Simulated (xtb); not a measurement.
Run report: C2H4NOSi (charge −1), molecular dynamics

C2H4NOSi, charge −1, computed with GFN2-xTB (xtb 6.7.1).

The starting geometry was optimised with GFN2-xTB.

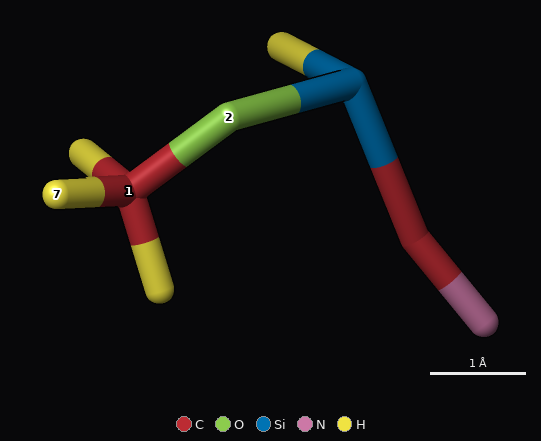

**Figure 1.** The starting structure (stick view, seen at a tilt; atoms are numbered from 1 in the order of the input). Bond lengths as drawn: C–H 1.10 Å, C–N 1.16 Å, C–O 1.37 Å, C–Si 1.86 Å, H–Si 1.52 Å and O–Si 1.70 Å.

### Input (start.xyz)
```
9

C     -0.30540    -1.29675    -0.06568
O      0.88868    -0.74579     0.30810
Si     1.00567     0.89214     0.76197
C      0.31060     1.87699    -0.64942
N      0.22850     2.63630    -1.52904
H     -1.08119    -1.16890     0.70851
H     -0.17794    -2.37701    -0.23845
H     -0.69068    -0.84685    -0.99506
H     -0.17825     1.02986     1.69907
```

### File xcontrol
```
$md
   temp=500
   time=0.2
   step=0.25
   dump=20
   hmass=1
   shake=0
   nvt=false
$end
```

Machine: 1 thread of Intel Xeon (Granite Rapids), 64 GiB of memory available, shared host.

Run as:
```bash
xtb --chrg -1 --md -I xcontrol --gfn2 -- start.xyz > run.log 2> xtb.err
```

### The program's output
```
* xtb version 6.7.1
   ID    Z sym.   atoms
    1    6 C      1, 4
    2    8 O      2
    3   14 Si     3
    4    7 N      5
    5    1 H      6-9

           -------------------------------------------------
          |                Calculation Setup                |
           -------------------------------------------------

          program call               : xtb --chrg -1 --md -I xcontrol --gfn2 -- start.xyz
          coordinate file            : start.xyz
          omp threads                :                     1

           -------------------------------------------------
          |                 G F N 2 - x T B                 |
           -------------------------------------------------

      * Hamiltonian:
        H0-scaling (s, p, d)           1.850000    2.230000    2.230000
        zeta-weighting                 0.500000
      * Dispersion:
        s8                             2.700000
        a1                             0.520000
        a2                             5.000000
        s9                             5.000000
      * Repulsion:
        kExp                           1.500000    1.000000
        rExp                           1.000000
      * Coulomb:
        alpha                          2.000000
        third order                    shell-resolved
        anisotropic                    true
        a3                             3.000000
        a5                             4.000000
        cn-shift                       1.200000
        cn-exp                         4.000000
        max-rad                        5.000000

          ...................................................
          :                      SETUP                      :
          :.................................................:
          :  # basis functions                  30          :
          :  # atomic orbitals                  29          :
          :  # shells                           15          :
          :  # electrons                        28          :
          :  max. iterations                   250          :
          :  Hamiltonian                  GFN2-xTB          :
          :  restarted?                      false          :
          :  GBSA solvation                  false          :
          :  PC potential                    false          :
          :  electronic temp.          300.0000000     K    :
          :  accuracy                    1.0000000          :
          :  -> integral cutoff          0.2500000E+02      :
          :  -> integral neglect         0.1000000E-07      :
          :  -> SCF convergence          0.1000000E-05 Eh   :
          :  -> wf. convergence          0.1000000E-03 e    :
          :  Broyden damping             0.4000000          :
          :  net charge                         -1          :
          :  unpaired electrons                  0          :
          ...................................................

 iter      E             dE          RMSdq      gap      omega  full diag
   1    -15.2539508 -0.152540E+02  0.964E+00    3.11       0.0  T
   2    -15.3108707 -0.569199E-01  0.669E+00    2.22       1.0  T
   3    -15.2734494  0.374213E-01  0.454E+00    2.59       1.0  T
   4    -15.3261607 -0.527113E-01  0.197E+00    2.39       1.0  T
   5    -15.3448347 -0.186740E-01  0.806E-01    2.23       1.0  T
   6    -15.3456136 -0.778974E-03  0.459E-01    2.44       1.0  T
   7    -15.3457237 -0.110087E-03  0.126E-01    2.42       1.0  T
   8    -15.3457634 -0.396754E-04  0.423E-02    2.39       1.0  T
   9    -15.3457656 -0.221219E-05  0.250E-02    2.39       1.3  T
  10    -15.3457655  0.122067E-06  0.126E-02    2.39       2.6  T
  11    -15.3457659 -0.386937E-06  0.285E-03    2.39      11.7  T
  12    -15.3457659 -0.128360E-07  0.138E-03    2.39      24.2  T
  13    -15.3457659 -0.686537E-09  0.395E-04    2.39      84.4  T
  14    -15.3457659 -0.262281E-09  0.140E-04    2.39     238.2  T

   *** convergence criteria satisfied after 14 iterations ***

         #    Occupation            Energy/Eh            Energy/eV
      -------------------------------------------------------------
         1        2.0000           -0.5211421             -14.1810
       ...           ...                  ...                  ...
         8        2.0000           -0.2611586              -7.1065
         9        2.0000           -0.2487231              -6.7681
        10        2.0000           -0.2470966              -6.7238
        11        2.0000           -0.2364259              -6.4335
        12        2.0000           -0.2279993              -6.2042
        13        2.0000           -0.1787879              -4.8651
        14        2.0000           -0.0997582              -2.7146 (HOMO)
        15                         -0.0119063              -0.3240 (LUMO)
        16                         -0.0077374              -0.2105
        17                          0.0608626               1.6562
        18                          0.0909718               2.4755
        19                          0.1900525               5.1716
       ...                                ...                  ...
        29                          1.1983727              32.6094
      -------------------------------------------------------------
                  HL-Gap            0.0878519 Eh            2.3906 eV
             Fermi-level           -0.0558322 Eh           -1.5193 eV

 SCC (total)                   0 d,  0 h,  0 min,  0.004 sec
 SCC setup                      ...        0 min,  0.000 sec (  1.471%)
 Dispersion                     ...        0 min,  0.000 sec (  0.793%)
 classical contributions        ...        0 min,  0.000 sec (  0.252%)
 integral evaluation            ...        0 min,  0.001 sec ( 14.986%)
 iterations                     ...        0 min,  0.002 sec ( 51.233%)
 molecular gradient             ...        0 min,  0.001 sec ( 29.942%)
 printout                       ...        0 min,  0.000 sec (  1.115%)

         :::::::::::::::::::::::::::::::::::::::::::::::::::::
         ::                     SUMMARY                     ::
         :::::::::::::::::::::::::::::::::::::::::::::::::::::
         :: total energy             -15.171520561012 Eh    ::
         :: gradient norm              0.000187647911 Eh/a0 ::
         :: HOMO-LUMO gap              2.390571557685 eV    ::
         ::.................................................::
         :: SCC energy               -15.345762550330 Eh    ::
         :: -> isotropic ES            0.154063945667 Eh    ::
         :: -> anisotropic ES         -0.005624633470 Eh    ::
         :: -> anisotropic XC          0.006541824546 Eh    ::
         :: -> dispersion             -0.006902032035 Eh    ::
         :: repulsion energy           0.174241989318 Eh    ::
         :: add. restraining           0.000000000000 Eh    ::
         :: total charge              -1.000000000000 e     ::
         :::::::::::::::::::::::::::::::::::::::::::::::::::::

           -------------------------------------------------
          |                Property Printout                |
           -------------------------------------------------

    * Orbital Energies and Occupations

         #    Occupation            Energy/Eh            Energy/eV
      -------------------------------------------------------------
         1        2.0000           -0.5211421             -14.1810
         2        2.0000           -0.4644971             -12.6396
         3        2.0000           -0.4237877             -11.5318
         4        2.0000           -0.4069471             -11.0736
         5        2.0000           -0.3591182              -9.7721
         6        2.0000           -0.3556770              -9.6785
         7        2.0000           -0.3311339              -9.0106
         8        2.0000           -0.2611586              -7.1065
         9        2.0000           -0.2487231              -6.7681
        10        2.0000           -0.2470966              -6.7238
        11        2.0000           -0.2364259              -6.4335
        12        2.0000           -0.2279993              -6.2042
        13        2.0000           -0.1787879              -4.8651
        14        2.0000           -0.0997582              -2.7146 (HOMO)
        15                         -0.0119063              -0.3240 (LUMO)
        16                         -0.0077374              -0.2105
        17                          0.0608626               1.6562
        18                          0.0909718               2.4755
        19                          0.1900525               5.1716
        20                          0.2177900               5.9264
        21                          0.2654075               7.2221
        22                          0.3027850               8.2392
        23                          0.3373517               9.1798
        24                          0.3574559               9.7269
        25                          0.3742123              10.1828
       ...                                ...                  ...
        29                          1.1983727              32.6094
      -------------------------------------------------------------
                  HL-Gap            0.0878519 Eh            2.3906 eV
             Fermi-level           -0.0558322 Eh           -1.5193 eV

     #   Z          covCN         q      C6AA      α(0)
     1   6 C        3.705     0.122    18.725     6.186
     2   8 O        1.619    -0.506    23.033     6.478
     3  14 Si       2.631     0.197   189.214    30.203
     4   6 C        1.791    -0.044    32.388     9.198
     5   7 N        0.912    -0.423    31.016     8.054
     6   1 H        0.923    -0.034     3.730     3.020
     7   1 H        0.923    -0.043     3.928     3.099
     8   1 H        0.923    -0.030     3.626     2.978
     9   1 H        0.899    -0.239    14.338     5.925

 Mol. C6AA /au·bohr⁶  :       1858.720931
 Mol. C8AA /au·bohr⁸  :      61126.429837
 Mol. α(0) /au        :         75.140677

Wiberg/Mayer (AO) data.
largest (>0.10) Wiberg bond orders for each atom

 ---------------------------------------------------------------------------
     #   Z sym  total        # sym  WBO       # sym  WBO       # sym  WBO
 ---------------------------------------------------------------------------
     1   6 C    3.985 --     2 O    1.058     8 H    0.979     6 H    0.978
                             7 H    0.975
     2   8 O    1.993 --     1 C    1.058     3 Si   0.826
     3  14 Si   2.799 --     4 C    0.958     9 H    0.859     2 O    0.826
                             5 N    0.154
     4   6 C    3.790 --     5 N    2.762     3 Si   0.958
     5   7 N    2.940 --     4 C    2.762     3 Si   0.154
     6   1 H    0.999 --     1 C    0.978
     7   1 H    0.998 --     1 C    0.975
     8   1 H    0.999 --     1 C    0.979
     9   1 H    0.943 --     3 Si   0.859
 ---------------------------------------------------------------------------

Topologies differ in total number of bonds
Writing topology from bond orders to xtbtopo.mol

molecular dipole:
                 x           y           z       tot (Debye)
 q only:       -0.550      -1.668       0.512
   full:       -1.520      -2.536       0.425       7.593
molecular quadrupole (traceless):
                xx          xy          yy          xz          yz          zz
 q only:        8.402       1.310      -9.290       1.329       8.468       0.888
  q+dip:        7.001      -2.767     -10.466      -2.093       7.656       3.465
   full:        5.798      -2.029      -8.757      -2.182       9.449       2.959

           -------------------------------------------------
          | TOTAL ENERGY              -15.171520561012 Eh   |
          | GRADIENT NORM               0.000187647911 Eh/α |
          | HOMO-LUMO GAP               2.390571557685 eV   |
           -------------------------------------------------
           -------------------------------------------------
          |               Molecular Dynamics                |
           -------------------------------------------------
 trajectories on xtb.trj or xtb.trj.<n>

 MD time /ps        :    0.20
 dt /fs             :    0.25
 SCC accuracy       :    2.00
 temperature /K     :  500.00
 max steps          :   800
 block length (av.) :  5000
 dumpstep(trj) /fs  :   20.00    80
 dumpstep(coords)/fs: 1000.00  4000
 H atoms mass (amu) :     1
 # deg. of freedom  :    27
 SHAKE off
         time (ps)    <Epot>      Ekin   <T>   T     Etot       error
      0    0.00      0.00000   0.0998    0.    0.   -15.07177    0.0000
    200    0.05    -15.05372   0.0428  977. 1000.   -15.08224   -0.0047
    400    0.10    -15.09125   0.0252  978.  589.   -15.08718    0.0002
    600    0.15    -15.10382   0.0439  979. 1027.   -15.08782    0.0008
 average properties
 Epot               :  -15.109786106285197
 Epot (accurate SCC):  -15.128499597773716
 Ekin               :   4.1543634337583644E-002
 Etot               :  -15.068242471947615
 T                  :   971.73737246921803
 normal exit of md()

------------------------------------------------------------------------
------------------------------------------------------------------------
 total:
 *  cpu-time:     0 d,  0 h,  0 min,  2.064 sec
 * ratio c/w:     1.000 speedup
 SCF:
 *  cpu-time:     0 d,  0 h,  0 min,  0.004 sec
 * ratio c/w:     0.997 speedup
 MD:
 *  cpu-time:     0 d,  0 h,  0 min,  2.055 sec
 * ratio c/w:     1.000 speedup
```

### Standard error
```
normal termination of xtb
```

### Trajectory as extended XYZ (Å, eV, eV/Å), 10 frames, from step=0 to step=9
```
9
Properties=species:S:1:pos:R:3 step=0 time_fs=0.0 energy=-412.83811
C    -0.3054   -1.2968   -0.0657
O     0.8887   -0.7458    0.3081
Si    1.0057    0.8921    0.7620
C     0.3106    1.8770   -0.6494
N     0.2285    2.6363   -1.5290
H    -1.0812   -1.1689    0.7085
H    -0.1779   -2.3770   -0.2384
H    -0.6907   -0.8468   -0.9951
H    -0.1782    1.0299    1.6991
9
Properties=species:S:1:pos:R:3 step=1 time_fs=20.0 energy=-411.40855
C    -0.3128   -1.4158   -0.0010
O     0.8684   -0.7302    0.3152
Si    1.0058    0.8660    0.7651
C     0.4272    2.0632   -0.6183
N     0.1959    2.6517   -1.6237
H    -0.8070   -1.6556    0.9854
H    -0.2372   -2.3116   -0.9407
H    -0.9158   -0.8253   -0.7120
H    -0.7182    0.8730    1.7518
9
Properties=species:S:1:pos:R:3 step=2 time_fs=40.0 energy=-411.63865
C    -0.2760   -1.4536    0.0553
O     0.8196   -0.7544    0.2324
Si    0.9715    0.8965    0.7792
C     0.4340    2.0317   -0.6436
N     0.2474    2.6529   -1.5889
H    -0.3423   -2.1521    0.9810
H    -0.1851   -1.8830   -1.0555
H    -1.2861   -0.9834   -0.3296
H    -0.3682    1.4460    1.5565
9
Properties=species:S:1:pos:R:3 step=3 time_fs=60.0 energy=-411.90876
C    -0.2824   -1.5243    0.0582
O     0.7855   -0.6465    0.2202
Si    0.9608    0.9556    0.7770
C     0.3794    1.8489   -0.7331
N     0.3510    2.6928   -1.5261
H    -0.0512   -2.3209    0.6607
H    -0.5193   -1.8292   -1.1744
H    -1.3085   -1.1343    0.4582
H    -0.1739    0.8081    1.6247
9
Properties=species:S:1:pos:R:3 step=4 time_fs=80.0 energy=-412.04566
C    -0.2469   -1.4830    0.1031
O     0.8511   -0.6550    0.2137
Si    0.9203    0.9203    0.7501
C     0.2412    1.8269   -0.7601
N     0.4658    2.7290   -1.5113
H    -0.0662   -2.6795    0.0654
H    -0.8470   -1.3576   -0.7562
H    -0.8257   -1.2409    0.9303
H    -0.6012    1.1939    1.7647
9
Properties=species:S:1:pos:R:3 step=5 time_fs=100.0 energy=-411.22783
C    -0.1755   -1.4302    0.2146
O     0.9241   -0.7613    0.2488
Si    0.8234    0.9049    0.6744
C     0.2952    1.9527   -0.6916
N     0.4884    2.7239   -1.5353
H    -0.2701   -2.3031   -0.4737
H    -0.9974   -0.9516   -0.7369
H    -0.7308   -1.6833    1.2407
H    -0.6087    0.9121    1.7142
9
Properties=species:S:1:pos:R:3 step=6 time_fs=120.0 energy=-411.41810
C    -0.2916   -1.4660    0.2355
O     1.0021   -0.7739    0.2989
Si    0.8143    0.8679    0.7058
C     0.3394    2.0559   -0.7485
N     0.4713    2.7966   -1.6122
H    -0.1739   -2.2094   -0.6697
H    -1.3255   -1.0944   -0.2577
H    -0.3422   -2.0717    1.0353
H    -0.6577    0.7624    1.4646
9
Properties=species:S:1:pos:R:3 step=7 time_fs=140.0 energy=-412.18205
C    -0.2087   -1.6119    0.1604
O     0.8145   -0.7143    0.3203
Si    0.8484    0.9256    0.7200
C     0.4083    1.9530   -0.7873
N     0.4496    2.8321   -1.5788
H    -0.3021   -2.1599   -0.7257
H    -1.1565   -1.2389    0.2752
H    -0.0585   -2.4514    1.0145
H    -0.4577    1.1551    1.1651
9
Properties=species:S:1:pos:R:3 step=8 time_fs=160.0 energy=-411.57831
C    -0.1770   -1.7334    0.1229
O     0.6944   -0.6751    0.3677
Si    0.8551    0.9997    0.7045
C     0.5095    1.8429   -0.8685
N     0.4354    2.8332   -1.5052
H    -0.3556   -1.7950   -1.0906
H    -1.0448   -1.2692    0.8445
H     0.1162   -2.7526    0.5661
H    -0.3535    1.1788    1.4805
9
Properties=species:S:1:pos:R:3 step=9 time_fs=180.0 energy=-411.34515
C    -0.2434   -1.6643    0.1123
O     0.7463   -0.6900    0.4456
Si    0.8466    0.9485    0.7071
C     0.4469    1.8748   -0.9152
N     0.4715    2.8440   -1.5232
H    -0.2969   -1.3834   -0.8956
H    -0.7790   -1.8186    0.8862
H     0.3343   -2.5469    0.1242
H    -0.4441    1.4247    1.3076
```

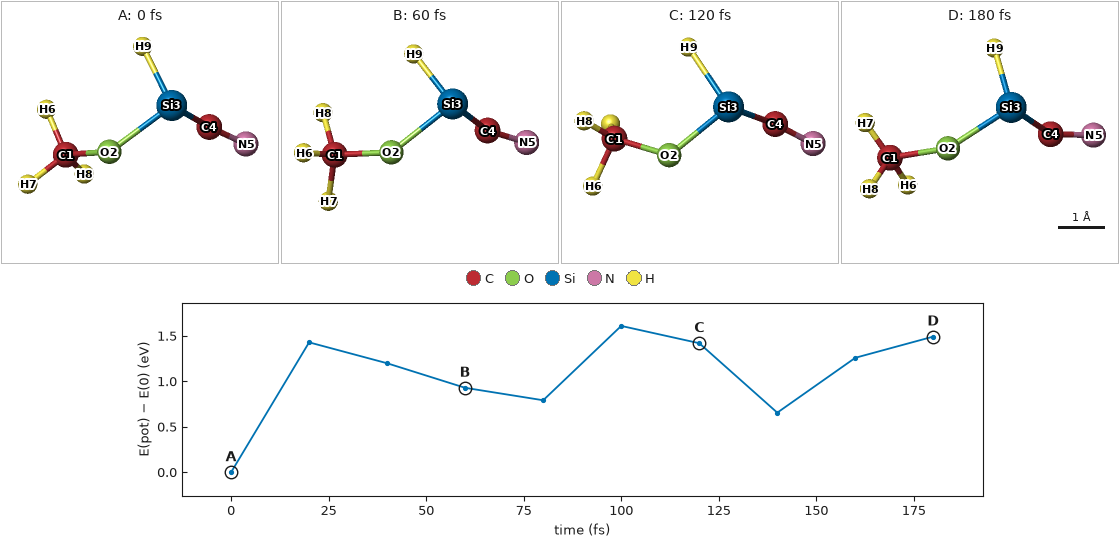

**Figure 2.** Frames of the molecular dynamics (ball-and-stick, seen at a tilt) above the curves, on which the letters mark them. The trajectory kept here has 10 frames over 180 fs. The potential energy ends 1.493 eV above its first value. After an unweighted best fit of the last frame on the first, the root-mean-square displacement is 0.98 Å, and H8 has moved furthest (1.71 Å).

### Results in brief

| quantity | value |
| --- | --- |
| outcome | finished |
| trajectory | 10 frames kept, 180 fs |
| electrons treated | 28 |
| potential energy (first step) | −15.171521 hartree |
| dispersion energy (first step) | −0.006902 hartree |
| basis functions (first step) | 30 |
| wall time | 2.1 s |
| peak memory | 0.071 GiB |

Settings chosen away from the usual ones: method = gfn2-xtb; task = md; geo = {"prev": "A"}; x = {"md_temperature": 500, "md_time": 0.2, "time_step": 0.25, "md_dump": 20, "hydrogen_mass": 1, "shake": 0, "nvt": "false"}. So short a trajectory is not equilibrated.
